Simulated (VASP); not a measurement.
Band structure of Co₂Ge (space group P6_3/mmc). These are r2SCAN meta-GGA, VASP's PBE PAW potentials (set 64) (plane waves; VASP 6.6.1) values and carry that method's errors.

The run has a spin-polarised start.

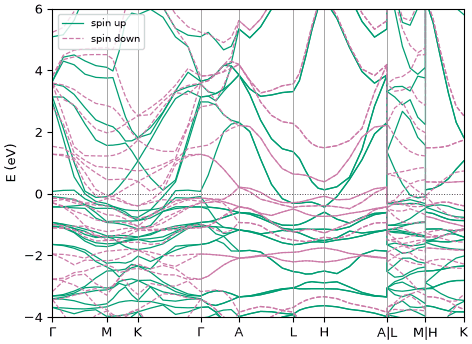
*Bands along high-symmetry lines, zero at the valence-band maximum or, without a gap, the Fermi level*

Question: Read the plot: is there a gap, and where are the band edges?

Answer: It has no gap at this level: it comes out as a metal or semimetal.

The structure comes from a computed database's Co2Ge entry (P6_3/mmc); how it stands against other phases isn't given here. It was relaxed first.
